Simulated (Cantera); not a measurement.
Charge: 1 mol SiO2, 1.4 mol HCl, a varied amount of H2, 12 mol Cl2, held at 900 °C and 0.100 bar.

Cantera equilibrium calculation (NASA polynomials, part measured and part estimated; ideal gas, pure solids and liquids). Candidate condensed phases: H2O, Si, SiO2; 30 gas species. The tables hold silica as quartz up to 1696 K and as liquid above; real silica turns to tridymite and cristobalite and melts near 1996 K. Equilibrium is a limit: real reactors are often held back by kinetics, nucleation or transport.

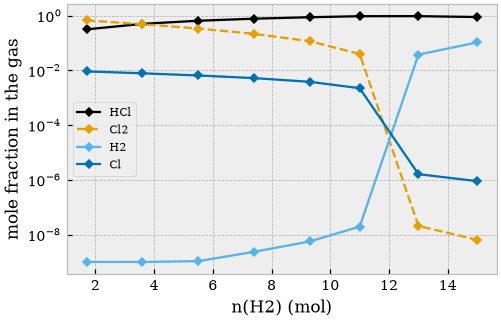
Fig. 1. Equilibrium gas composition (values under 1e-9 drawn at 1e-9)

From 1.7 mol H2 to 15 mol H2 the condensed part is SiO2(β-quartz). The main Si-bearing gas is SiCl4 throughout.
